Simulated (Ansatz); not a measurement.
## Converging the k-point mesh at a smearing width of 0.02 eV: BW2 (I4, 6 atoms in the cell)

```xyz
6
Lattice="-2.7697 2.7697 2.3710 2.7697 -2.7697 2.3710 2.7697 2.7697 -2.3710" Properties=species:S:1:pos:R:3 pbc="T T T"
B      0.0000     0.0000     1.2355
B      0.0000     0.0000     3.5565
W      1.8263     0.9434     2.3710
W      0.9434     1.8263     0.0000
W     -0.9434     1.8263     2.3710
W      3.7131     0.9434     0.0000
```

Method of the run: PBEsol, default PAW files made with PBE (plane waves; Ansatz, a first-principles code).

Base settings: basis.ecutwfc = 30.9 Ry; kpoints.mp_grid.grid = 8 8 8; hamiltonian.xc = pbesol; hamiltonian.pseudopotentials = {kind: paw} (the program's default PAW files); scf.occupations.method = gaussian; scf.occupations.width = 0.0073 Ry.

In this ladder: scf.occupations.width = 0.0015 Ry.

Only quantities that move along the ladder and can be compared are tabulated.

The count of work is k-points × plane waves × bands × iterations; it is no time. 

The starting cell comes from a database of computed structures (which also holds hypothetical and non-ambient phases and stackings), without a prior relaxation at this level. Its lattice was rescaled by up to half a per cent. One atom was moved a little off its site on purpose. Spin polarisation is off. Ansatz's pressure includes its estimate of the finite-basis (Pulay) stress.

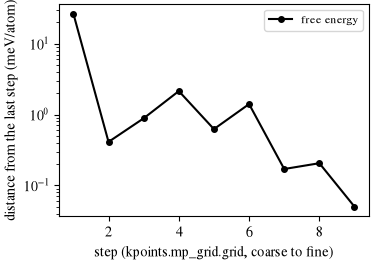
*Distance from the last step along the ladder; very small values are drawn at a floor.*

| kpoints.mp_grid.grid | free energy less the last step's (meV/atom) | pressure (GPa) | largest difference of a force vector from the last step's (eV/Å) | count of work / last |
|---|---|---|---|---|
| 3 3 3 | -26.54 | -1.39 | 0.095 | 0.0077 |
| 4 4 4 | 0.41 | 0.29 | 0.177 | 0.018 |
| 5 5 5 | -0.88 | 0.57 | 0.383 | 0.027 |
| 6 6 6 | -2.14 | 0.43 | 0.113 | 0.046 |
| 7 7 7 | -0.62 | 0.44 | 0.011 | 0.067 |
| 8 8 8 | 1.40 | 0.45 | 0.109 | 0.10 |
| 10 10 10 | -0.17 | 0.32 | 0.008 | 0.18 |
| 12 12 12 | -0.21 | 0.33 | 0.007 | 0.31 |
| 15 15 15 | 0.03 | 0.39 | 0.005 | 0.58 |
| 18 18 18 | 0.00 | 0.35 | 0.000 | 1.0 |

Coarsest kpoints.mp_grid.grid that holds the pressure within 0.5 GPa of the last step, with all finer ones: 4 4 4, at 0.018 of the last step's count of work; the step before is off by 1.7 GPa.

Coarsest kpoints.mp_grid.grid that holds the forces within 0.02 eV/Å of the last step, with all finer ones: 10 10 10, at 0.18 of the last step's count of work; the step before is off by 0.11 eV/Å.

Coarsest kpoints.mp_grid.grid that holds the free energy within 2 meV/atom of the last step, with all finer ones: 7 7 7, at 0.067 of the last step's count of work; the step before is off by 2.1 meV/atom.

Keys are those of Ansatz 0.2.
